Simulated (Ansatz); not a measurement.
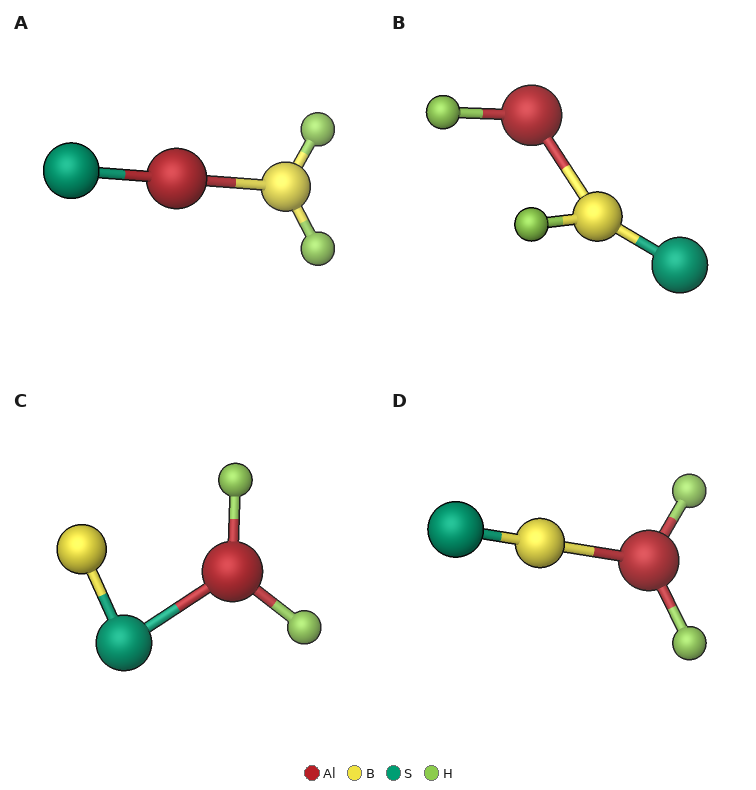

4 stationary structures of one formula. Geometries: PBE-D4/def2-SVP. Electronic energies: PBE-D4/def2-SVP (Ansatz 0.2.0), without zero-point energy. No frequency run is at hand to confirm each as a minimum.

Question: Which structure is the most stable?

Answer: D is lowest; A lies 0.434 eV above it, B lies 0.845 eV above it, C lies 1.652 eV above it (Cs).
